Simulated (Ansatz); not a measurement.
# CH6AlBO: what the fields show

Input file:

```
crystal:
  periodic: [false, false, false]
  atoms:
    - {symbol: C, position_ang: [-1.564573, 0.529875, -0.299619]}
    - {symbol: Al, position_ang: [0.258972, 0.165088, -0.932063]}
    - {symbol: B, position_ang: [1.755630, -0.618653, 0.433626]}
    - {symbol: O, position_ang: [1.467553, -0.881620, 1.733705]}
    - {symbol: H, position_ang: [-2.289370, -0.067293, -0.865133]}
    - {symbol: H, position_ang: [-1.735415, 0.330261, 0.761969]}
    - {symbol: H, position_ang: [-1.830290, 1.577287, -0.482823]}
    - {symbol: H, position_ang: [0.563005, 0.468303, -2.469397]}
    - {symbol: H, position_ang: [2.898969, -0.864256, 0.143651]}
    - {symbol: H, position_ang: [0.558519, -0.690291, 1.978885]}
basis:
  gaussian: {orbitals: def2-TZVPP}
hamiltonian: {xc: pbe0, dispersion: d4}
output: {orbitals: {seedname: orbitals}}
```

Run with:

```sh
ansatz run in.yaml --threads 2 --pin off --events-out ev --progress --plain --max-ram 4352MiB
```

Geometry: PBE0-D4/def2-TZVP.

These are results of RKS PBE0-D4/def2-TZVPP (Ansatz 0.2.0), not measurements.

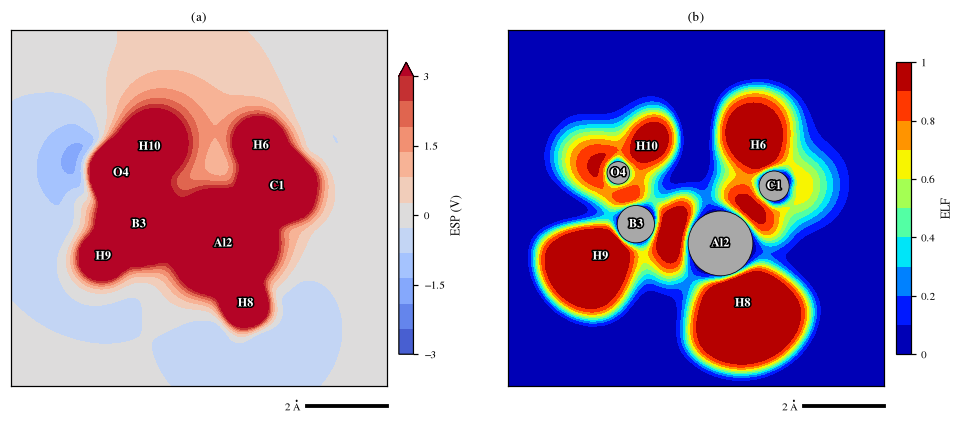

Figure 1. (a) molecular electrostatic potential; (b) ELF on the plane of atoms Al2, B3 and O4. Grey discs cover the atomic cores in the ELF map.

> What does the map show?

Atoms in the plane: C, Al, B, O and H.
B–O (1.36 Å): the ELF peaks at about 0.90 between the atoms: a polar covalent bond.
C–Al (1.96 Å): the ELF peaks at about 0.95 between the atoms; a shared but strongly polarised pair.
Al–B (2.17 Å): the ELF peaks at about 1 between the atoms: localised, covalent bonding.
O–H (0.96 Å): the ELF climbs to about 1 towards the hydrogen, as it does in any bond to H; a covalent bond by its length.
C–H (1.09 Å): the ELF climbs to about 1 towards the hydrogen: a covalent bond by its length.
The ELF also peaks beside O4, away from the bonds: lone-pair regions.
Outside the dense part of the molecule the potential is most negative (−1.5 V) near O4.

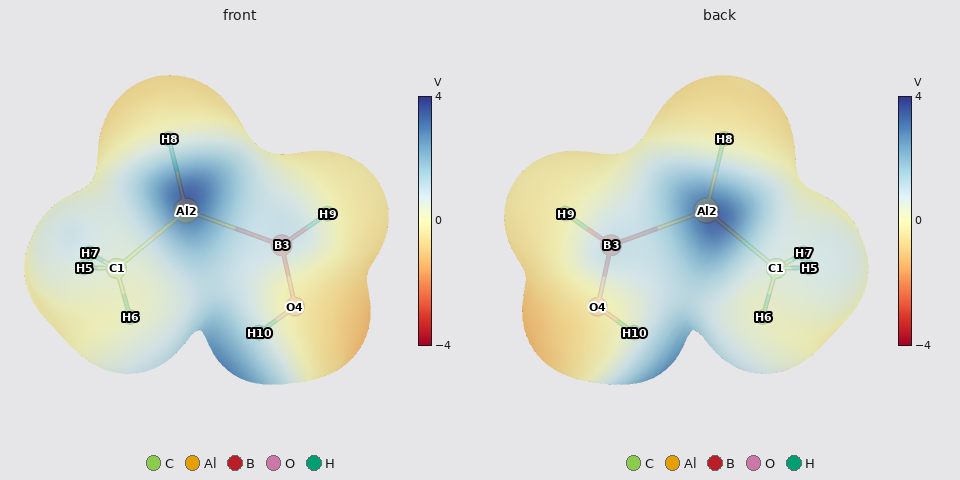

Figure 2. The molecular electrostatic potential painted on the density surface at 0.002 e/bohr³, seen from the front and from behind; red is negative and blue positive.

> Describe the electrostatic potential map.

The most negative region (about −1.2 V) lies over O4, the most positive (about +3.4 V) over Al2. O4 is the likeliest acceptor of a hydrogen bond.

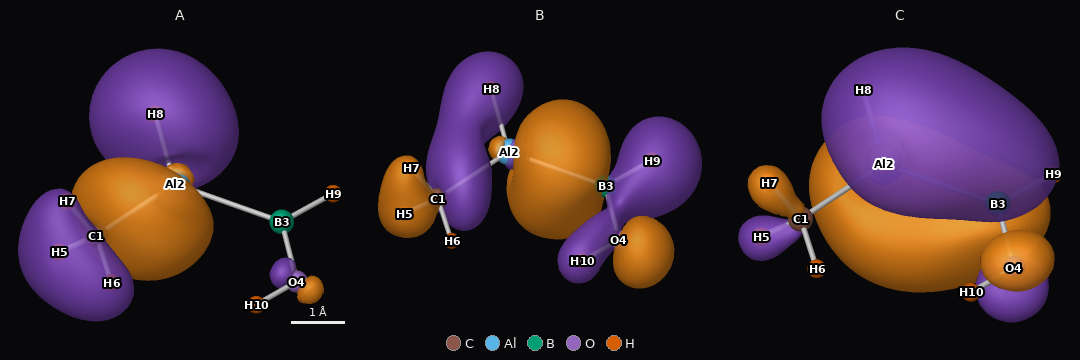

Figure 3. Three frontier orbitals at ±0.08 Å⁻³ᐟ² (orange and purple are the two phases), in no order.

> Order the three orbitals by energy and name them.

A is the HOMO−1 (−8.03 eV). By Hirshfeld shares it lies mainly on C1 (about 30 %), H8 (about 30 %) and Al2 (about 30 %). B is the HOMO (−6.79 eV). By Hirshfeld shares it lies mainly on B3 (about 35 %), Al2 (about 25 %), O4 (about 10 %), H9 (about 10 %) and C1 (about 10 %). C is the LUMO (−2.08 eV). Its weight (Hirshfeld) is mainly on Al2 (about 55 %), B3 (about 30 %) and O4 (about 5 %); π-bonding across Al2–B3.

> What is the HOMO–LUMO gap?

4.71 eV between the orbital energies.

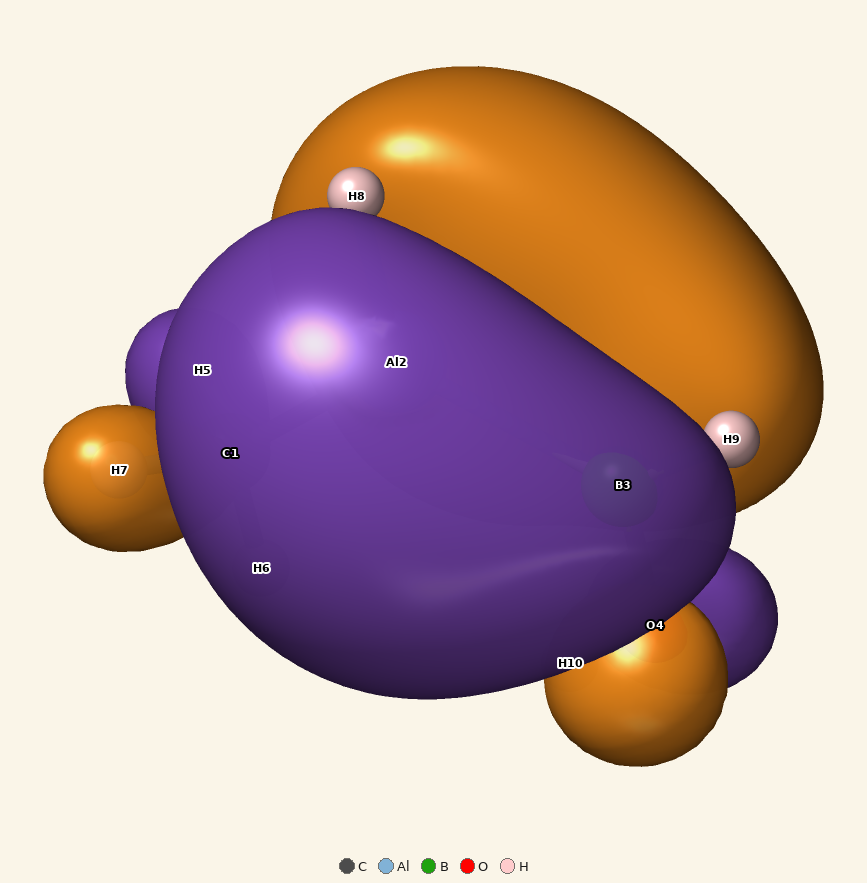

Figure 4. The LUMO at ±0.05 Å⁻³ᐟ² (orange and purple are the two phases), seen at a tilt.

> What is the character of this orbital?

It lies mainly on Al2 (about 55 %), B3 (about 30 %) and O4 (about 5 %); π-bonding across Al2–B3. Its energy is −2.08 eV.
